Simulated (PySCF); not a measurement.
# AlH2F (SMILES [H][Al]([H])[F]) at 5 levels

Aim: a comparison of 5 runs (BCCD(T)/STO-3G, CCSDT(Q)/STO-3G, CCSDTQ/STO-3G, NEVPT2(2,2)/STO-3G, QCISD(T)/STO-3G) of AlH2F. Input form: a Python script.

The results are computed with PySCF 2.14.0.

21 further runs of the same task are left out: 3 that didn't finish, 18 set aside as unsound or not needed.

## Step 1: The system as given

AlH2F: 4 atoms, total charge 0, spin state singlet. As SMILES, `[H][Al]([H])[F]`. Geometry: a GFN2-xTB relaxation, a rough one for these elements and not checked as a minimum.

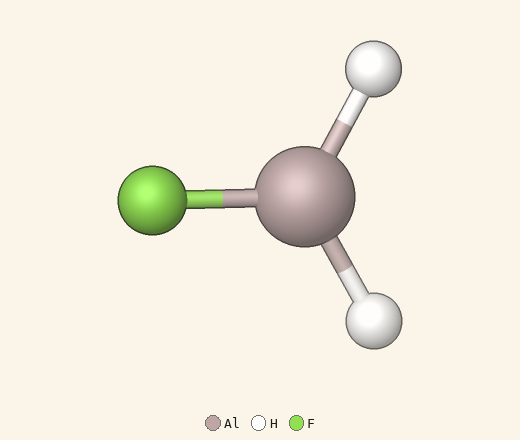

Viewed from a chosen angle; aluminium light grey, hydrogen white, fluorine green.

## Step 2: A single-point energy at BCCD(T)/STO-3G (run 1)

run.py reads:

```python
# AlH2F
from pyscf import gto, cc
from pyscf.cc.bccd import bccd_kernel_

mol = gto.M(
    atom='''
Al     0.037039     0.061756     0.001776
H      2.923236    -0.033769     0.026607
H     -1.396489     2.567798    -0.036698
F     -1.563786    -2.595784     0.008315
''',
    unit='bohr',
    max_memory=1860,
    verbose=3,
    spin=0,
    basis='sto-3g',
    charge=0,
)

calc0 = mol.RHF()
calc0.conv_tol = 1e-10
calc0.kernel()
if not calc0.converged:
    calc0 = calc0.newton().run(calc0.mo_coeff, calc0.mo_occ)

mycc = cc.CCSD(calc0, frozen=6).run()
mycc = bccd_kernel_(mycc, diis=True)
e_t = mycc.ccsd_t()
energy = mycc.e_tot + e_t
print('E = %.10f Eh' % energy)
```

On the command line:

```sh
$ OMP_NUM_THREADS=1 python run.py
```

The program printed:

```text
converged SCF energy = -338.234252262539
E(CCSD) = -338.2966216508822  E_corr = -0.06236938834357687
BCCD loop starts.

[... 21 lines left out ...]
CCSD converged
[... 23 lines left out ...]
CCSD converged
[... 21 lines left out ...]
CCSD converged
[... 3 lines left out ...]
******** <class 'pyscf.cc.ccsd.CCSD'> ********
CC2 = 0
CCSD nocc = 6, nmo = 10
frozen orbitals 6
max_cycle = 50
direct = 0
conv_tol = 1e-07
conv_tol_normt = 1e-05
diis_space = 6
diis_start_cycle = 0
diis_start_energy_diff = 1e+09
Init E_corr(CCSD) = -0.0654639668035203
cycle = 1  E_corr(CCSD) = -0.0654642861983391  dE = -3.19394819e-07  norm(t1,t2) = 1.08957e-05
cycle = 2  E_corr(CCSD) = -0.0654642473768013  dE = 3.88215378e-08  norm(t1,t2) = 2.42302e-06
CCSD converged
E(CCSD) = -338.2957236525043  E_corr = -0.06546424737680129
BCC iter:    3  E:    -338.295723652504  dE:   -4.100e-08  |t1|:    8.653e-07
CCSD(T) correction = -0.00412076040996737
E = -338.2998444129 Eh
```

Run time: 0.87 s. Hardware: 1 thread of Intel Xeon Platinum 8488C (Sapphire Rapids), shared host; peak memory 0.12 GiB.

## Step 3: The energy at CCSDT(Q)/STO-3G (run 2)

input.xyz reads:

```xyz
4

Al     0.019600     0.032680     0.000940
H      1.546910    -0.017870     0.014080
H     -0.738990     1.358820    -0.019420
F     -0.827520    -1.373630     0.004400
```

job.py reads:

```python
from pyscf import gto, scf, cc

mol = gto.M(
    atom='input.xyz',
    max_memory=1860,
    verbose=3,
    basis='sto-3g',
)

mf = scf.RHF(mol)
mf.conv_tol = 1e-10
mf.kernel()
if not mf.converged:
    mf = mf.newton().run(mf.mo_coeff, mf.mo_occ)

mycc = cc.CCSDT(mf, frozen=6)
mycc.kernel()
e_bracket, e_q = mycc.ccsdt_q()
etot = mycc.e_tot + e_q
print('Final energy', etot)
```

On the command line:

```sh
$ OMP_NUM_THREADS=1 python job.py
```

The program printed:

```text
converged SCF energy = -338.234252255394
_make_eris_incore_RCCSDT

WARN: A large `blksize` is being used, which may cause large memory consumption
      for storing contraction intermediates. If memory is sufficient, consider using
      `pyscf.cc.rccsdt_highm.RCCSDT` instead.

WARN: A large `blksize_oovv` is being used, which may cause large memory consumption
      for storing contraction intermediates. If memory is sufficient, consider using
      `pyscf.cc.rccsdt_highm.RCCSDT` instead.

WARN: A large `blksize_oooo` is being used, which may cause large memory consumption
      for storing contraction intermediates. If memory is sufficient, consider using
      `pyscf.cc.rccsdt_highm.RCCSDT` instead.

RCCSDT converged
E(RCCSDT) = -338.3002729468917   E_corr = -0.06602069149763909
E_corr(same-spin) = -0.0072504088646474
E_corr(oppo-spin) = -0.0587702826329917
_make_eris_incore_RCCSDT
Final energy -338.3004640829142
```

It took 0.99 s on 1 thread of Intel Xeon Platinum 8488C (Sapphire Rapids), shared host; peak memory 0.1 GiB.

Runs 3 to 4 aren't shown in full; the table further down has their settings and results.

## Step 4: The energy at QCISD(T)/STO-3G (run 5)

start.xyz reads:

```xyz
4

Al     0.019600     0.032680     0.000940
H      1.546910    -0.017870     0.014080
H     -0.738990     1.358820    -0.019420
F     -0.827520    -1.373630     0.004400
```

input.py reads:

```python
# AlH2F
from pyscf import gto, scf, cc

mol = gto.M(
    atom='start.xyz',
    max_memory=1860,
    verbose=4,
    basis='sto-3g',
)

hf = scf.RHF(mol)
hf.conv_tol = 1e-10
hf.kernel()
if not hf.converged:
    hf = hf.newton().run(hf.mo_coeff, hf.mo_occ)

mycc = cc.QCISD(hf, frozen=6)
mycc.kernel()
e_t = mycc.qcisd_t()
e_tot = mycc.e_tot + e_t
print(f'total energy: {e_tot:.8f} hartree')
```

On the command line:

```sh
$ OMP_NUM_THREADS=1 python input.py
```

The program printed:

```text
PySCF version 2.14.0

[... 54 lines left out ...]
converged SCF energy = -338.234252255394
[... 11 lines left out ...]
Init t2, MP2 energy = -338.281271267728  E_corr(MP2) -0.0470190123335664
[... 10 lines left out ...]
QCISD converged
[... 2 lines left out ...]
total energy: -338.30047915 hartree
```

Run time: 0.62 s. Hardware: 1 thread of Intel Xeon Platinum 8488C (Sapphire Rapids), shared host; peak memory 0.1 GiB.

## Step 5: Overview of the runs

```
run               level  frozen core orbitals      active selection  energy (Eh)  correlation energy (mEh)  wall time
  1      BCCD(T)/STO-3G                     6                     –  -338.299844                     -65.6     0.87 s
  2     CCSDT(Q)/STO-3G                     6                     –  -338.300464                     -66.2     0.99 s
  3       CCSDTQ/STO-3G                     6                     –  -338.300355                     -66.1      4.5 s
  4  NEVPT2(2,2)/STO-3G                     –  mp2 natural orbitals  -338.290770                         –     0.84 s
  5     QCISD(T)/STO-3G                     6                     –  -338.300479                     -66.2     0.62 s
```

## Step 6: Outcome

| quantity | value |
| --- | --- |
| run 5: total energy | -338.30048 Eh |
| run 5: dipole moment (Hartree–Fock density) | 0.72 D |
| run 5: HOMO energy (Hartree–Fock orbitals) | -8.93 eV |
| run 5: LUMO energy (Hartree–Fock orbitals) | 9.27 eV |
| run 5: HOMO–LUMO gap (Hartree–Fock orbitals) | 18.20 eV |
| run 5: correlation energy (6 core orbitals frozen) | -66.2 mEh |
| run 5: (T) correction | -2.63 mEh |
| run 5: T1 diagnostic | 0.018 |

In words: In runs 1, 2, 3, 4, 5 the basis is minimal, so the values are rough. All runs together took 7.8 s, the longest 4.5 s.
